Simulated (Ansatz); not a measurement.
# Calculations on CH$_{5}$BrSeSi

Part 1: Relaxation

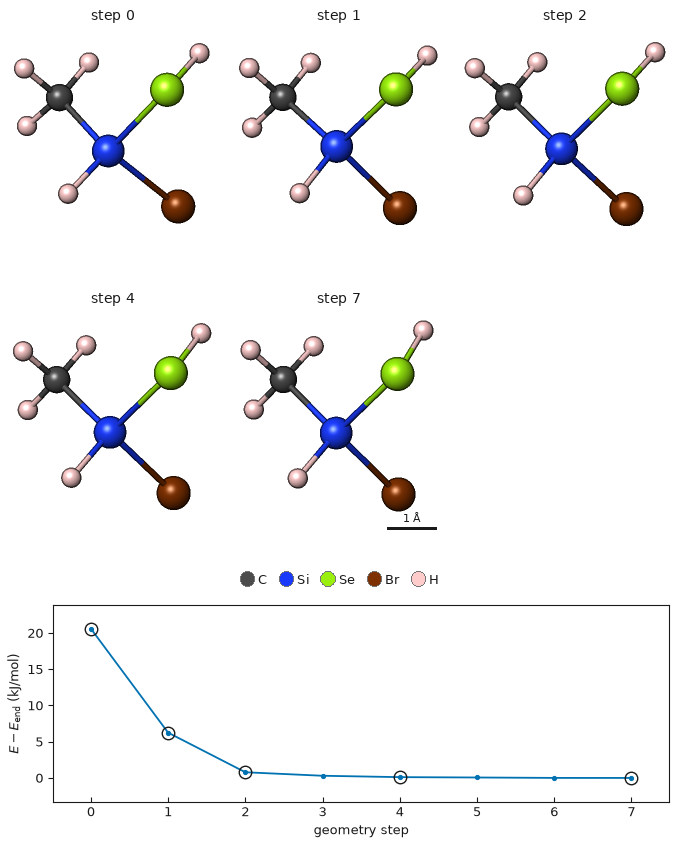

Frames of a relaxation of CH5BrSeSi, marked on the history of the run. A ball-and-stick model, seen at a tilt.

The run prepares an end point of a later path (hydrogen shift) calculation, from a guessed geometry.

Theory: RKS BLYP-D4/def2-SVP (Ansatz). Set-up: no spin polarisation; force threshold 0.02 eV/Å; at most 50 steps.

Question: Describe the path.

Answer: An H atom moves most after the best rigid fit: 0.19 Å. By element the largest moves are H 0.19 Å, Br 0.18 Å, Se 0.12 Å, C 0.08 Å, Si 0.05 Å. Some distances before and after: C–Si 1.808 → 1.886 Å, H–Si 1.432 → 1.496 Å, Se–Si 2.250 → 2.313 Å, C–H 1.146 → 1.109 Å. Among the angles between lasting bonds that change: H–C–H 103.8° → 109.2°, Se–Si–Br 107.8° → 112.5°, Se–Si–H 108.5° → 104.1°. The energy falls by 20.6 kJ/mol in 7 geometry steps. Largest force component: 1.7 eV/Å at the start, 0.011 eV/Å at the end. Cost: 15 s on 2 threads of Intel(R) Xeon(R) Platinum 8488C (Sapphire Rapids), on a shared host, peak memory 0.19 GiB. From step 0 to 1: the Se atom moves most (0.17 Å), energy −14.4 kJ/mol. From step 1 to 2: an H atom moves most (0.08 Å), energy −5.47 kJ/mol. From step 2 to 4: an H atom moves most (0.06 Å), energy −0.67 kJ/mol. From step 4 to 7: an H atom moves most (0.10 Å), energy −0.11 kJ/mol.

Part 2: Relaxation

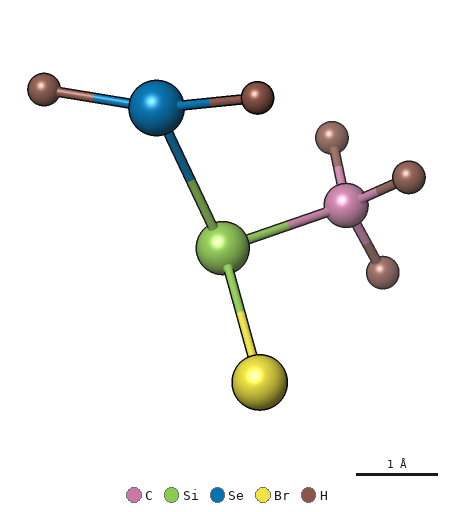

Starting structure of CH₅BrSeSi. The picture is a ball-and-stick view, seen from a free direction.

The run prepares an end point of a later path (hydrogen shift) calculation, from a guessed geometry.

Method: RKS BLYP-D4/def2-SVP in Ansatz.

The input:
```yaml
crystal:
  periodic: [false, false, false]
  atoms:
    - { symbol: C, position_ang: [-0.7131, 0.7742, -0.4314] }
    - { symbol: Si, position_ang: [-0.1161, -0.7135, 0.4054] }
    - { symbol: Se, position_ang: [1.8183, -0.2165, 1.4416] }
    - { symbol: Br, position_ang: [0.3138, -2.3165, -1.1297] }
    - { symbol: H, position_ang: [-0.9313, 1.6078, 0.2926] }
    - { symbol: H, position_ang: [-1.7169, 0.5965, -0.9557] }
    - { symbol: H, position_ang: [0.0072, 1.1723, -1.1856] }
    - { symbol: H, position_ang: [1.55031, -0.52892, 2.91519] }
    - { symbol: H, position_ang: [2.4835, 0.2085, 0.1568] }
basis:
  gaussian: { orbitals: def2-SVP }
hamiltonian:
  xc: blyp
  dispersion: d4
relax:
  f_tol: 0.02
  max_steps: 50
```

Command:
```bash
ansatz run input.yaml --threads 2 --pin off --max-ram 3072MiB --backend cpu --events-out ev --progress --plain --runs-dir out
```

### Predict the outcome.

The largest move after the best rigid fit is that of H8, 1.01 Å. By element the largest moves are H 1.01 Å, Si 0.67 Å, Se 0.52 Å, Br 0.33 Å, C 0.10 Å. Near-neighbour distances that change, for instance: Si2–Se3 2.250 → 2.793 Å, C1–Si2 1.808 → 1.944 Å, Si2–Br4 2.261 → 2.376 Å, Se3–H8 1.530 → 1.496 Å. Bond angles that change, for instance: H8–Se3–H9 162.8° → 91.1°, Se3–Si2–Br4 107.8° → 85.8°, C1–Si2–Se3 108.4° → 92.6°. The energy falls by 2.961 eV in 14 accepted moves (17 points after the start). The largest force component goes from 2.3 to 0.0082 eV/Å. The line search rejected the trial steps at points 8, 13, 16 of the run. Cost: 34 s on 2 threads of Intel(R) Xeon(R) Platinum 8488C (Sapphire Rapids), with other jobs on the host, peak memory 0.19 GiB.

The structure at the end:

```xyz
9

C    -0.7060    0.7198   -0.3427
Si   -0.6784   -1.0772    0.3978
Se    1.8821   -0.7366    1.4608
Br    0.4093   -2.1658   -1.4124
H    -0.8664    1.4720    0.4604
H    -1.5904    0.7723   -1.0173
H     0.1819    1.0025   -0.9434
H     1.6939    0.3584    2.4628
H     2.3697    0.2387    0.4432
```

The end point in the same view:

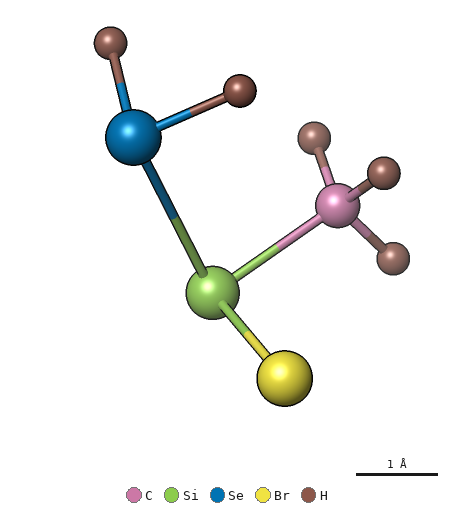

Part 3: Path

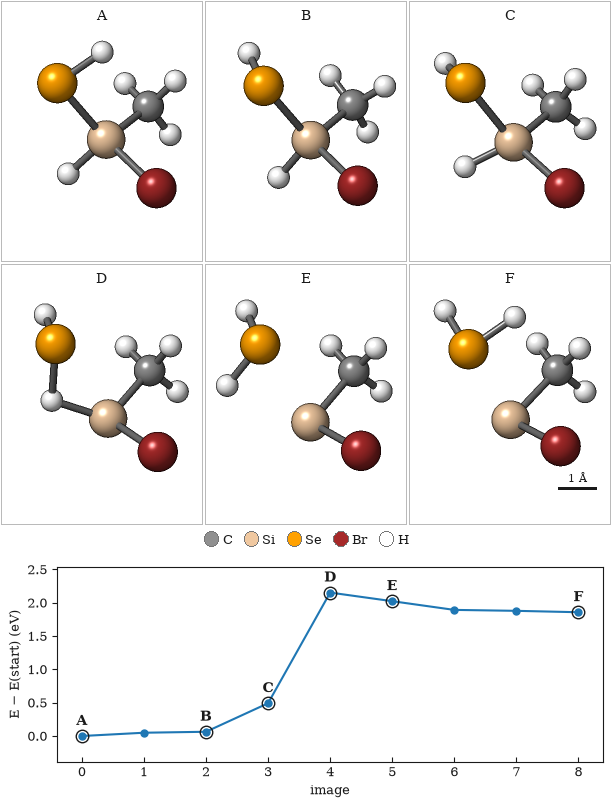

A nudged-elastic-band calculation for CH₅BrSeSi. Images are numbered from 0 (start) to 8 (end). Frames A to F are images 0, 2, 3, 4, 5, 8. The picture is a ball-and-stick view, seen from a free direction.

All numbers below come from RKS BLYP-D4/def2-SVP (Ansatz). Settings: 7 movable images; climbing image; force threshold 0.03 eV/Å; iteration limit 60; starting path through a guess of the saddle point.

Q: What happens along the path, and what is the barrier?

A: The highest point, image 4, lies 2.15 eV above the start and 0.30 eV above the end; the end is at +1.86 eV relative to the start. A hydrogen atom shifts from one atom to another. Breaking: H–Si (1.50 → 3.46 Å). Forming: H–Se (3.04 → 1.50 Å). The band converged in 18 iterations. The largest component of the band force went from 6.2 to 0.018 eV/Å. The climbing image converged on the top of the path. Its vibrational analysis gives one imaginary mode (384i cm⁻¹), as a transition state must have.
